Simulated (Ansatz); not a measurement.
## Electronic structure of BH$_{5}$Si···H$_{2}$ in real space

Input file:

```
crystal:
  periodic: [false, false, false]
  atoms:
    - { symbol: B, position_ang: [0.0, 0.0, 0.0] }
    - { symbol: H, position_ang: [0.0, 0.0, 1.54] }
    - { symbol: H, position_ang: [1.0305, 0.0, -0.595] }
    - { symbol: H, position_ang: [-1.0305, 0.0, -0.595] }
    - { symbol: Si, position_ang: [0.094, -2.1331, 0.7095] }
    - { symbol: H, position_ang: [-0.6959, -2.9783, -0.1812] }
    - { symbol: H, position_ang: [1.4817, -2.5871, 0.7061] }
    - { symbol: H, position_ang: [-0.4425, -2.2202, 2.0645] }
    - { symbol: H, position_ang: [0.0384, -0.8711, 1.6809] }
basis:
  gaussian: { orbitals: def2-SVP }
hamiltonian:
  xc: r2scan
  dispersion: d4
relax:
  f_tol: 0.15
  max_steps: 25
  restrain:
    - { distance: [0, 4], at: 1.95, k: 30.0 }
    - { distance: [8, 1], at: 0.66, k: 30.0 }
    - { distance: [0, 1], at: 2.39, k: 30.0 }
    - { distance: [8, 4], at: 2.66, k: 30.0 }
output:
  orbitals: {}
```

Launched as:

```sh
ansatz run input.yaml --threads 1 --pin off --max-ram 2048MiB --backend cpu --events-out ev --progress --plain --runs-dir out
```

The fields are those of the run's last geometry, not of the input's.

Not at a stationary point (largest force 1.7 eV/Å).

These are results of RKS r2SCAN-D4/def2-SVP (Ansatz), not measurements.

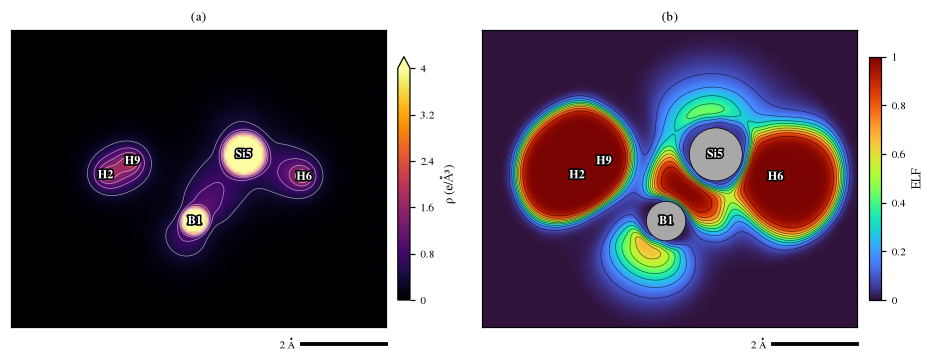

Figure 1. (a) electron density; (b) electron localisation function on the plane of atoms B1, Si5 and H6. Grey discs cover the atomic cores in the ELF map.

> Describe what can be read from this map.

Atoms in the plane: B, H and Si. B1···H9 (2.05 Å): the density falls to about 0.14 e/Å³ on the way; the ELF climbs to about 1 towards the hydrogen, as it does in any bond to H. Si–B (1.97 Å): the density is about 0.84 e/Å³ at the midpoint; the ELF peaks at about 1 between the atoms; a shared electron pair. H–H (0.72 Å): ρ at the midpoint is about 1.8 e/Å³; the ELF is about 1 at the midpoint: an ordinary covalent bond to hydrogen. Si–H (1.50 Å): ρ is about 0.72 e/Å³ halfway; the ELF climbs to about 1 towards the hydrogen.

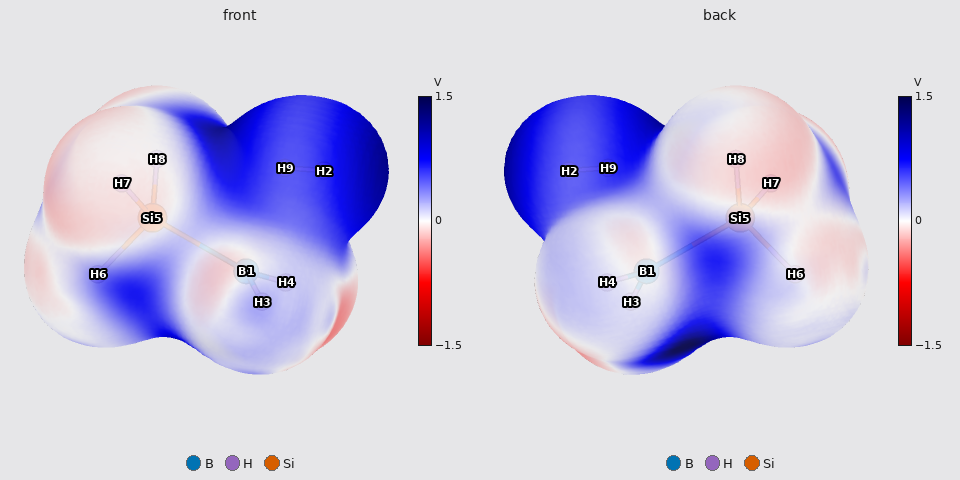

Figure 2. The molecular electrostatic potential painted on the density surface at 0.002 e/bohr³, seen from the front and from behind; red is negative and blue positive.

> Which sites attract a positive test charge, and which a negative one?

A positive charge is drawn to the negative regions and a negative charge to the positive ones. The most negative region (about −0.3 V) lies over H3, the most positive (about +1.4 V) over B1.

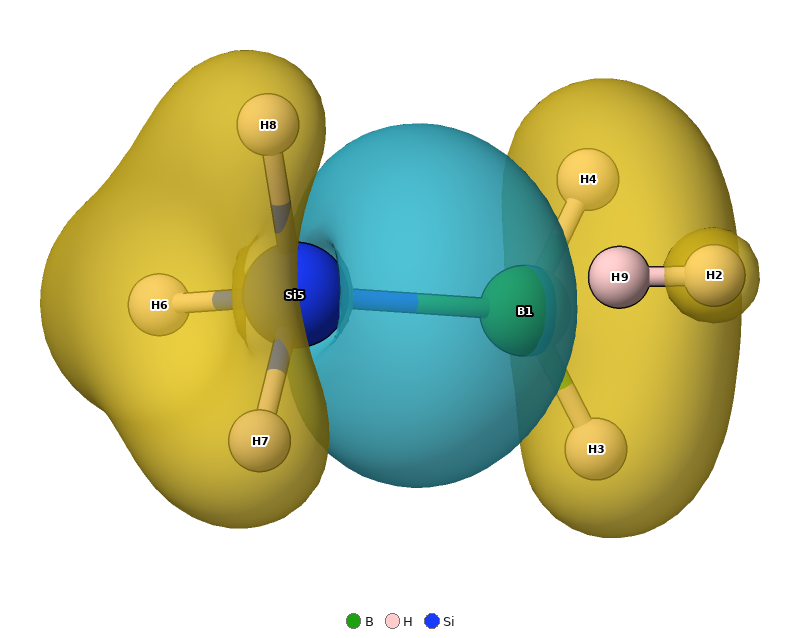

Figure 3. The HOMO at ±0.08 Å⁻³ᐟ² (yellow and cyan are the two phases), seen from one side.

> Describe this orbital and give its energy.

By Hirshfeld shares it lies mainly on B1 (about 35 %), Si5 (about 35 %), H4 (about 10 %) and H3 (about 5 %). Its energy is −7.53 eV.
